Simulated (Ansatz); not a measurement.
**Fields on a plane of Si (diamond)**

```yaml
crystal:
  lattice:
    - [0.00000, 2.71682, 2.71682]
    - [2.71682, 0.00000, 2.71682]
    - [2.71682, 2.71682, 0.00000]
  atoms:
    - { symbol: Si, position: [0.00000, 0.00000, 0.00000] }
    - { symbol: Si, position: [0.25000, 0.25000, 0.25000] }
```

The slice is a {100} plane (indices of the conventional cell) through the point (0.250, 0.250, 0.250) (fractional), spanned by u = [100] and v = [0 1 -1] in vectors of this cell: u (3.84 Å) and v (3.84 Å, at 90° to u). It covers one period; positions are fractions (u, v).

Atoms on it: Si at (0.00, 0.00).

The numbers are results of PBEsol (plane waves to 420 eV, PAW, scalar-relativistic; Ansatz, a first-principles code), not measurements. k mesh 11×11×11. These are valence fields of a PAW run, semicore shells included where kept as valence: close to a nucleus they are smooth pseudo fields. Si was relaxed with its symmetry unable to fall.

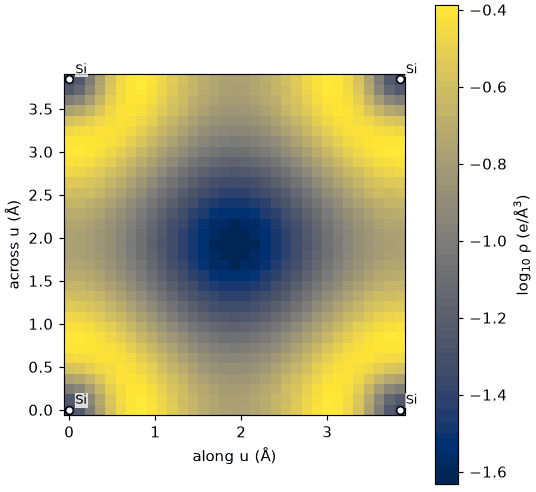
*Log₁₀ of the valence density in e/Å³, one period of the plane, atoms marked. The scale is logarithmic, as a density can span decades between atoms and voids.*

```
|xxxxxxxxx -+*********+- xxxxxxxx|
|xxxxxxxxx.-+*********+-.xxxxxxxx|
|xxxxxxxx :=+**#####**+=: xxxxxxx|
|xxxxxxxx -+*#########*+- xxxxxxx|
|xxxxxxx :=**#########**=: xxxxxx|
|xxxxxx .-+*##%%%%%%%##*+-. xxxxx|
|xxxxx .-+*#%%%%%%%%%%%#*+-. xxxx|
|xxx  :-+*#%%%%%%%%%%%%%#*+-:  xx|
|  .:-=+*#%%%@@@@@@@@@%%%#*+=-:. |
|---=+**#%%%@@@@@@@@@@@%%%#**+=--|
|++++**#%%%@@@@@@@@@@@@@%%%#**+++|
|+***###%%@@@@@@@@@@@@@@@%%###***|
|****##%%%@@@@@@@@@@@@@@@%%%##***|
|***###%%%@@@@@@@@@@@@@@@%%%###**|
|***###%%%@@@@@@@@@@@@@@@%%%###**|
|***###%%%@@@@@@@@@@@@@@@%%%###**|
|***###%%%@@@@@@@@@@@@@@@%%%###**|
|***###%%%@@@@@@@@@@@@@@@%%%###**|
|****##%%%@@@@@@@@@@@@@@@%%%##***|
|+***###%%@@@@@@@@@@@@@@@%%###***|
|++++**#%%%@@@@@@@@@@@@@%%%#**+++|
|---=+**#%%%@@@@@@@@@@@%%%#**+=--|
|  .:-=+*#%%%@@@@@@@@@%%%#*+=-:. |
|xxx  :-+*#%%%%%%%%%%%%%#*+-:  xx|
|xxxxx .-+*#%%%%%%%%%%%#*+-. xxxx|
|xxxxxx .-+*##%%%%%%%##*+-. xxxxx|
|xxxxxxx :=**#########**=: xxxxxx|
|xxxxxxxx -+*#########*+- xxxxxxx|
|xxxxxxxx :=+**#####**+=: xxxxxxx|
|xxxxxxxxx.-+*********+-.xxxxxxxx|
|xxxxxxxxx -+*********+- xxxxxxxx|
|xxxxxxxxx -+********++- xxxxxxxx|
```
Scale: ten equal steps from 0.00 (start of ' ') to 8.54 (end of '@'), in the order ' .:-=+*#%@'. Values: electrostatic potential energy of an electron, from the cell's mean, in eV. The map has 32 points along u (one character each, u = 0 at the left) and 32 along v (v = 0 in the bottom row). Points within 1 Å of a nucleus are blanked (x), as the pseudised field means little there. Values under 0 eV are set to 0. The zero, the cell's mean, hangs on the PAW cores.
